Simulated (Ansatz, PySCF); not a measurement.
Breaking a bond: SiAl (cation, charge +1), lowest triplet found (which spin is the ground state isn't settled by this scan).

- UKS-PBE = unrestricted PBE/aug-cc-pVDZ run with Ansatz (an electronic-structure program)
- UKS-B3LYP/6-31G* = unrestricted B3LYP/6-31G*, spherical d (PySCF 2.14.0)
- UCCSD = Ansatz with CCSD on UHF/aug-cc-pVDZ, frozen core

Energies are in kJ/mol, each relative to the lowest point of its own curve between 2.49 and 3.38 Å, where full CI is lowest.

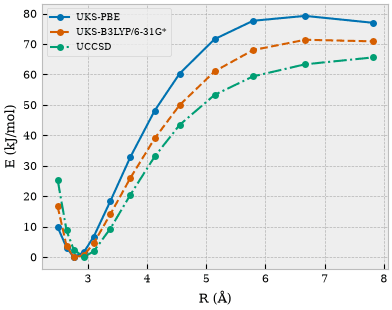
Figure: Energy against bond length for each method.

```tsv
R / Å	UKS-PBE	UKS-B3LYP/6-31G*	UCCSD
2.49	9.9	16.6	25.4
2.64	3.1	3.7	8.7
2.76	0.0	0.0	2.5
2.93	1.5	0.5	0.0
3.10	6.7	4.6	1.9
3.38	18.4	14.1	9.4
3.72	32.9	26.0	20.5
4.13	48.1	39.0	33.1
4.55	60.3	49.9	43.4
5.14	71.6	61.0	53.3
5.79	77.6	68.0	59.4
6.67	79.2	71.4	63.3
7.81	77.0	70.9	65.6
```

At the longest distance, 7.81 Å, UKS-PBE lies highest above its minimum (77.0 kJ/mol) and UCCSD lowest (65.6 kJ/mol).

The scan ran from 1.67 to 7.81 Å; beyond the distances shown full CI changes its symmetry label.
